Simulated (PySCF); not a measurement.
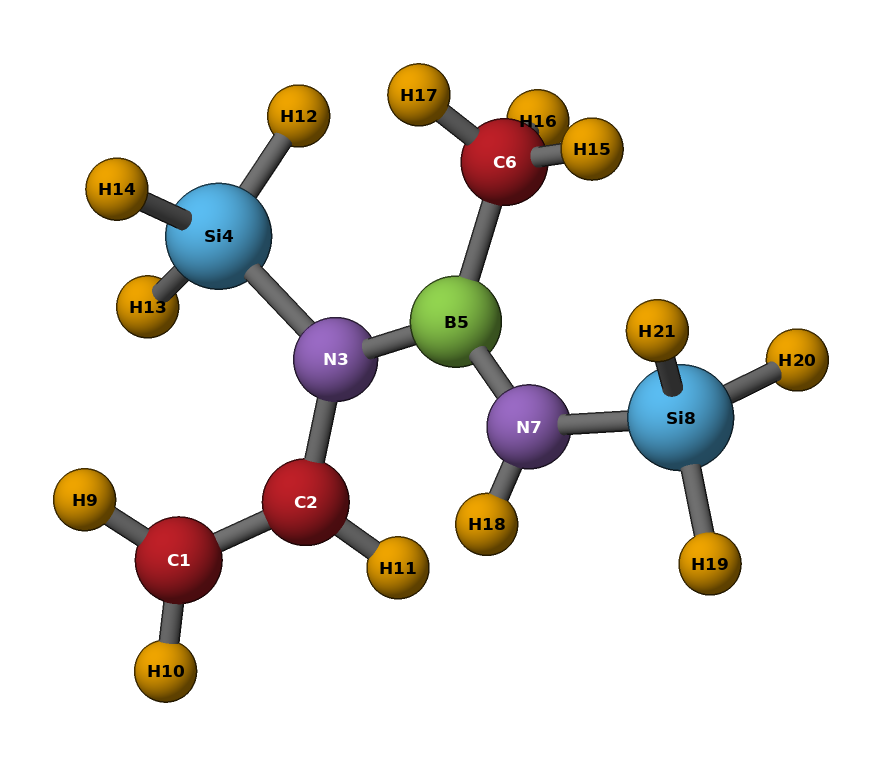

Computed geometry: GFN2-xTB optimisation. No frequency run is at hand to confirm it as a minimum. Properties computed with GIAO PBE0/pcSseg-1 NMR shielding, non-relativistic, gas phase (PySCF 2.14.0). Principal shieldings σ11 ≤ σ22 ≤ σ33, span Ω = σ33 − σ11, skew κ = 3(σiso − σ22)/Ω.

### Which Si atom has the most anisotropic shielding?

Si4, with a span of 120 ppm.

Give the shielding tensors of the Si atoms.

| atom | σ11 | σ22 | σ33 | σiso | Ω | κ |
| --- | --- | --- | --- | --- | --- | --- |
| Si4 | 345.3 | 388.5 | 465.2 | 399.7 | 120.0 | 0.28 |
| Si8 | 372.8 | 390.6 | 462.7 | 408.7 | 89.9 | 0.61 |

Shieldings and span in ppm.

The geometry is semi-empirical. Around B, Si such bond lengths and angles can be off by a tenth of an ångström or more and by several degrees, and values that hang on the shape move with them.
